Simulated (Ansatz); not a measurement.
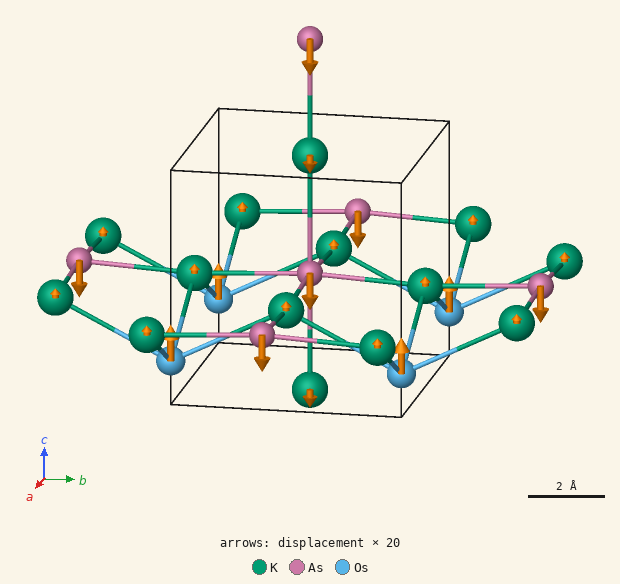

This is a relaxation of crystalline K$_{3}$AsOs (built on the tetragonal perovskite type). The starting structure is drawn; orange arrows show the displacements (the part carried along by the change of the cell is left out), 20 times their true length.

A ball-and-stick model of the cell of the calculation, seen slightly off an axis.

Case: tetragonal perovskite type (P4mm, No. 99).

Level of theory: DFT PBE, scalar-relativistic, plane waves, PAW (Ansatz 0.2.0). (plane-wave cutoff 420 eV; k-point mesh 6 × 6 × 6; occupations gaussian; smearing width 0.1 eV; no spin polarisation; cell and atoms relaxed; force threshold 0.01 eV/Å; at most 80 steps)

Question: What happened in the run?

Answer: Over 3 accepted moves (4 points after the start) the energy falls by 0.3 meV per atom. Largest force component: 0.045 eV/Å at the start, 0.008 eV/Å at the end. Pressure: 0.05 GPa at the start and −0.02 GPa at the end. The SCF was repeated once at an unchanged geometry on a basis and grid sized afresh for the cell, which shifted the energy by less than 0.05 meV per atom at most. The atom that moves furthest relative to the cell is the As atom (0.051 Å along −c). By element the largest moves are As 0.051 Å, Os 0.050 Å, K 0.025 Å. Cell: a = b 6.280 → 6.284 Å (+0.1 %), c 6.481 → 6.536 Å (+0.9 %). Volume +1.0 %. Among the contacts that change: As–K 3.264 → 3.318 Å, K–Os 3.512 → 3.503 Å. Among the angles between lasting bonds that change: As–K–As 173.9° → 176.2°, K–As–K 173.9° → 176.2°. The space group stays P4mm (No. 99). Cost: 110 s on 1 thread of Oxide Virtual Turin-like Processor (Zen 5), on a shared host, peak memory 0.65 GiB.
